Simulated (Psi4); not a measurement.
Single-point calculation, with input and output: CH$_{4}$FIn (charge +1)

- system: CH$_{4}$FIn, charge +1, multiplicity 2
- method: r2SCAN/def2-SVPD, UKS, core potentials def2 (Psi4 1.11)

The geometry is that of the parent species in another charge or spin state. The geometry comes from this level: GFN2-xTB.

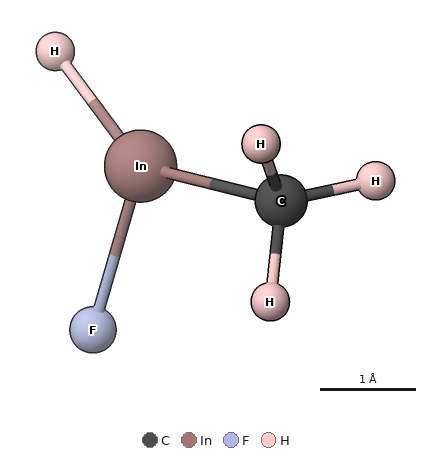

Fig. 1: The input geometry (ball-and-stick view, seen at an oblique angle). Sticks mark near contacts. Bond lengths as drawn: C–H 1.08 to 1.09 Å, C–In 2.21 Å, F–In 1.96 Å and H–In 1.72 Å.

**Results in brief**

- outcome: converged
- total energy: −330.029519 hartree
- basis functions: 107
- ⟨S²⟩: 0.769
- hardware: 1 thread of Intel Xeon (Granite Rapids), 16 GiB of memory available, shared host
- wall time: 56 s
- peak memory: 0.63 GiB

**Input file (ch4fin_ase.py)**
```python
import numpy as np
from ase.calculators.psi4 import Psi4
from ase import Atoms

mol = Atoms(['C', 'In', 'F', 'H', 'H', 'H', 'H'], positions=[
    [-0.963240, 0.455880, -0.293590],
    [1.074380, -0.326600, 0.079050],
    [1.022830, -1.486180, 1.664550],
    [-1.211180, 0.429000, -1.349090],
    [-1.595730, -0.216100, 0.281150],
    [-1.029060, 1.468690, 0.092420],
    [2.702000, -0.324690, -0.474480],
])
calc = Psi4(atoms=mol, method='r2scan', basis='def2-SVPD', memory='1600MB', num_threads=1, charge=1, multiplicity=2, label='calc', reference='uks')
calc.psi4.set_options({'puream': True, 'e_convergence': 1e-09, 'd_convergence': 1e-08, 'scf_type': 'pk', 'dft_radial_points': 99, 'dft_spherical_points': 590, 'maxiter': 200})
mol.calc = calc

print(f'energy: {mol.get_potential_energy():.6f} eV')
```

Launch command:
```bash
python ch4fin_ase.py
```

**What the program printed**
```
=> Loading Basis Set <=

    Name: DEF2-SVPD
    Role: ORBITAL
    Keyword: BASIS

    !!!  WARNING: ECP capability is in beta. Please check occupations closely.  !!!

         ---------------------------------------------------------
                                   SCF
                              UKS Reference
                        1 Threads,   1525 MiB Core
         ---------------------------------------------------------

  ==> Geometry <==

    Molecular point group: c1
    Full point group: C1

    Geometry (in Angstrom), charge = 1, multiplicity = 2:

       Center              X                  Y                   Z               Mass
    ------------   -----------------  -----------------  -----------------  -----------------
         C           -1.831496736344     0.848884522548    -0.531845611668    12.000000000000
         IN           0.206123263656     0.066404522548    -0.159205611668   114.903878776000
         F            0.154573263656    -1.093175477452     1.426294388332    18.998403162730
         H           -2.079436736344     0.822004522548    -1.587345611668     1.007825032230
         H           -2.463986736344     0.176904522548     0.042894388332     1.007825032230
         H           -1.897316736344     1.861694522548    -0.145835611668     1.007825032230
         H            1.833743263656     0.068314522548    -0.712735611668     1.007825032230

  Running in c1 symmetry.

  Rotational constants: A =      0.36616  B =      0.16407  C =      0.11580 [cm^-1]
  Rotational constants: A =  10977.31368  B =   4918.69991  C =   3471.60808 [MHz]
  Nuclear repulsion =  124.333356673390298

  Charge       = 1
  Multiplicity = 2
  Electrons    = 39
  Nalpha       = 20
  Nbeta        = 19

  ==> Algorithm <==

  SCF Algorithm Type is PK.
  DIIS enabled.
  MOM disabled.
  Fractional occupation disabled.
  Guess Type is SAD.
  Energy threshold   = 1.00e-09
  Density threshold  = 1.00e-08
  Integral threshold = 1.00e-12

  ==> Primary Basis <==

  Basis Set: DEF2-SVPD
    Blend: DEF2-SVPD
    Number of shells: 45
    Number of basis functions: 107
    Number of Cartesian functions: 114
    Spherical Harmonics?: true
    Max angular momentum: 2

  Core potential: DEF2-SVPD
    Number of shells: 4
    Number of ECP primitives: 18
    Number of ECP core electrons: 28
    Max angular momentum: 3

  ==> DFT Potential <==

   => LibXC <=

    Version 7.1.2

   => Composite Functional: R2SCAN <=

    r2SCAN Meta-GGA XC Functional  (0.1021/acs.jpclett.0c02405)

    Deriv               =              1
    GGA                 =           TRUE
    Meta                =           TRUE

    Exchange Hybrid     =          FALSE
    MP2 Hybrid          =          FALSE

   => Exchange Functionals <=

    1.0000   XC_MGGA_X_R2SCAN

   => Correlation Functionals <=

    1.0000   XC_MGGA_C_R2SCAN

   => LibXC Density Thresholds  <==

    XC_MGGA_C_R2SCAN:  1.00E-15
    XC_MGGA_X_R2SCAN:  1.00E-11

   => Molecular Quadrature <=

    Radial Scheme          =       TREUTLER
    Pruning Scheme         =           NONE
    Nuclear Scheme         =       TREUTLER

    Blocking Scheme        =         OCTREE
    BS radius alpha        =              1
    Pruning alpha          =              1
    Radial Points          =             99
    Spherical Points       =            590
    Total Points           =         392587
    Total Blocks           =           2822
    Max Points             =            256
    Max Functions          =            106
    Weights Tolerance      =       1.00E-15

  ==> Integral Setup <==

  Using in-core PK algorithm.
   Calculation information:
      Number of atoms:                   7
      Number of AO shells:              45
      Number of primitives:             78
      Number of atomic orbitals:       114
      Number of basis functions:       107

      Integral cutoff                 1.00e-12
      Number of threads:                 1

  Performing in-core PK
  Using 33391062 doubles for integral storage.
  We computed 517263 shell quartets total.
  Whereas there are 536130 unique shell quartets.

  ==> DiskJK: Disk-Based J/K Matrices <==

    J tasked:                  Yes
    K tasked:                   No
    wK tasked:                  No
    Memory [MiB]:             1000
    Schwarz Cutoff:          1E-12

  Cached 5.3% of DFT collocation blocks in 0.131 [GiB].

  Minimum eigenvalue in the overlap matrix is 4.8888033275E-04.
  Reciprocal condition number of the overlap matrix is 6.3844782301E-05.
    Using symmetric orthogonalization.

  ==> Pre-Iterations <==

  SCF Guess: Superposition of Atomic Densities via on-the-fly atomic UHF (no occupation information).

   -------------------------
    Irrep   Nso     Nmo
   -------------------------
     A        107     107
   -------------------------
    Total     107     107
   -------------------------

  ==> Iterations <==

                        Total Energy        Delta E     RMS |[F,P]|

   @UKS iter SAD:  -329.11643318788293   -3.29116e+02   0.00000e+00
   @UKS iter   1:  -329.68532049232692   -5.68887e-01   7.68683e-03 ADIIS/DIIS
   @UKS iter   2:  -327.95829548640995    1.72703e+00   1.93227e-02 ADIIS/DIIS
   @UKS iter   3:  -329.78126362936467   -1.82297e+00   6.02628e-03 ADIIS/DIIS
   @UKS iter   4:  -329.88986629255169   -1.08603e-01   4.82554e-03 ADIIS/DIIS
   @UKS iter   5:  -330.01991084912834   -1.30045e-01   1.14283e-03 ADIIS/DIIS
   @UKS iter   6:  -330.02834489487878   -8.43405e-03   3.44738e-04 ADIIS/DIIS
   @UKS iter   7:  -330.02924214953885   -8.97255e-04   1.79227e-04 ADIIS/DIIS
   @UKS iter   8:  -330.02939825936897   -1.56110e-04   1.16988e-04 ADIIS/DIIS
   @UKS iter   9:  -330.02951240960061   -1.14150e-04   3.18176e-05 DIIS
   @UKS iter  10:  -330.02951905435219   -6.64475e-06   4.67556e-06 DIIS
   @UKS iter  11:  -330.02951923576353   -1.81411e-07   2.67510e-06 DIIS
   @UKS iter  12:  -330.02951930095651   -6.51930e-08   8.77496e-07 DIIS
   @UKS iter  13:  -330.02951931323366   -1.22772e-08   4.40129e-07 DIIS
   @UKS iter  14:  -330.02951931530464   -2.07098e-09   5.65587e-08 DIIS
   @UKS iter  15:  -330.02951931537143   -6.67910e-11   2.71861e-08 DIIS
   @UKS iter  16:  -330.02951931537842   -6.99174e-12   3.67971e-09 DIIS
  Energy and wave function converged.

  ==> Post-Iterations <==

   Electrons on quadrature grid:
      Nalpha   =   19.9999939203 ; deviation = -6.080e-06
      Nbeta    =   18.9999944533 ; deviation = -5.547e-06
      Ntotal   =   38.9999883736 ; deviation = -1.163e-05

   @Spin Contamination Metric:   1.893717525E-02
   @S^2 Expected:                7.500000000E-01
   @S^2 Observed:                7.689371753E-01
   @S   Expected:                5.000000000E-01
   @S   Observed:                5.000000000E-01

    Orbital Energies [Eh]
    ---------------------

    Alpha Occupied:

       1A    -24.667456     2A    -10.328218     3A     -4.885159
       4A     -3.292155     5A     -3.287120     6A     -3.282860
       7A     -1.264910     8A     -0.997825     9A     -0.982410
      10A     -0.981159    11A     -0.977841    12A     -0.973011
      13A     -0.904158    14A     -0.645805    15A     -0.628552
      16A     -0.626886    17A     -0.569055    18A     -0.547076
      19A     -0.537236    20A     -0.533870

    Alpha Virtual:

      21A     -0.288182    22A     -0.279159    23A     -0.197002
      24A     -0.134561    25A     -0.090638    26A     -0.082266
      27A     -0.079543    28A     -0.062765    29A     -0.060463
      30A     -0.045788    31A     -0.035827    32A     -0.017559
      33A      0.003820    34A      0.009265    35A      0.017198
      36A      0.025367    37A      0.040559    38A      0.046977
      39A      0.072078    40A      0.100740    41A      0.113284
      42A      0.124886    43A      0.133236    44A      0.143451
      45A      0.147719    46A      0.163132    47A      0.183632
      48A      0.190543    49A      0.201519    50A      0.232804
      51A      0.243404    52A      0.250454    53A      0.253096
      54A      0.264576    55A      0.275863    56A      0.295767
      57A      0.313052    58A      0.339783    59A      0.354912
      60A      0.369535    61A      0.387433    62A      0.439290
      63A      0.449408    64A      0.488499    65A      0.505913
      66A      0.532357    67A      0.614458    68A      0.621743
      69A      0.656182    70A      0.705629    71A      0.707975
      72A      0.720082    73A      0.748204    74A      0.778489
      75A      0.799065    76A      0.852772    77A      0.922403
      78A      1.269165    79A      1.277041    80A      1.322920
      81A      1.367406    82A      1.427180    83A      1.454574
      84A      1.465591    85A      1.591943    86A      1.627131
      87A      1.638984    88A      1.651678    89A      1.734433
      90A      1.782032    91A      1.817233    92A      1.844993
      93A      2.027779    94A      2.305983    95A      2.321475
      96A      2.636080    97A      2.863115    98A      2.878049
      99A      3.158461   100A      3.167624   101A      3.196896
     102A      3.219095   103A      3.239612   104A     16.014297
     105A     17.047368   106A     17.482474   107A     60.930624

    Beta Occupied:

       1A    -24.660359     2A    -10.319172     3A     -4.884168
       4A     -3.292110     5A     -3.285452     6A     -3.282025
       7A     -1.250555     8A     -0.991221     9A     -0.981859
      10A     -0.978459    11A     -0.978287    12A     -0.972247
      13A     -0.879569    14A     -0.627940    15A     -0.621049
      16A     -0.620446    17A     -0.533601    18A     -0.530927
      19A     -0.525654

    Beta Virtual:

      20A     -0.474994    21A     -0.279857    22A     -0.252547
      23A     -0.194956    24A     -0.126022    25A     -0.085071
      26A     -0.078904    27A     -0.071397    28A     -0.057576
      29A     -0.051260    30A     -0.035433    31A     -0.028834
      32A     -0.009896    33A      0.008025    34A      0.020422
      35A      0.025037    36A      0.038173    37A      0.049755
      38A      0.056090    39A      0.083363    40A      0.110803
      41A      0.119401    42A      0.128790    43A      0.139579
      44A      0.151551    45A      0.157952    46A      0.169604
      47A      0.186059    48A      0.199225    49A      0.209126
      50A      0.236960    51A      0.251900    52A      0.258087
      53A      0.261970    54A      0.274520    55A      0.284146
      56A      0.305522    57A      0.325088    58A      0.347644
      59A      0.363337    60A      0.388975    61A      0.395152
      62A      0.446805    63A      0.457634    64A      0.505741
      65A      0.519467    66A      0.542091    67A      0.616984
      68A      0.654863    69A      0.665931    70A      0.708372
      71A      0.720019    72A      0.724946    73A      0.765215
      74A      0.785238    75A      0.828219    76A      0.863189
      77A      0.934811    78A      1.276850    79A      1.301827
      80A      1.333494    81A      1.378483    82A      1.453421
      83A      1.520584    84A      1.526538    85A      1.625729
      86A      1.643373    87A      1.662768    88A      1.666774
      89A      1.753351    90A      1.818003    91A      1.828122
      92A      1.876785    93A      2.051799    94A      2.309933
      95A      2.323772    96A      2.631531    97A      2.862090
      98A      2.878913    99A      3.179838   100A      3.191118
     101A      3.202706   102A      3.237279   103A      3.251662
     104A     16.014529   105A     17.048912   106A     17.485251
     107A     60.931637

    Final Occupation by Irrep:
              A
    DOCC [    19 ]
    SOCC [     1 ]
    NA   [    20 ]
    NB   [    19 ]

  @UKS Final Energy:  -330.02951931537842

   => Energetics <=

    Nuclear Repulsion Energy =            124.3333566733902984
    One-Electron Energy =                -766.0299026424838758
    Two-Electron Energy =                 345.4380768749443291
    DFT Exchange-Correlation Energy =     -33.7710502212291885
    Empirical Dispersion Energy =           0.0000000000000000
    VV10 Nonlocal Energy =                  0.0000000000000000
    Total Energy =                       -330.0295193153784226

  UHF NO Occupations:
  HONO-2 :   18  A 1.9991220
  HONO-1 :   19  A 1.9920960
  HONO-0 :   20  A 1.0000000
  LUNO+0 :   21  A 0.0079040
  LUNO+1 :   22  A 0.0008780
  LUNO+2 :   23  A 0.0004900
  LUNO+3 :   24  A 0.0000714

Computation Completed

Properties will be evaluated at   0.000000,   0.000000,   0.000000 [a0]

Properties computed using the SCF density matrix

 Multipole Moments:

 ------------------------------------------------------------------------------------
     Multipole            Electronic (a.u.)      Nuclear  (a.u.)        Total (a.u.)
 ------------------------------------------------------------------------------------

 L = 1.  Multiply by 2.5417464519 to convert [e a0] to [Debye]
 Dipole X            :         17.7966351          -18.6633688           -0.8667338
 Dipole Y            :          2.0488109           -0.7971982            1.2516128
 Dipole Z            :         -8.7668187            7.3684873           -1.3983315
 Magnitude           :                                                    2.0671461

 ------------------------------------------------------------------------------------

	total time  =         55 seconds =       0.92 minutes
```
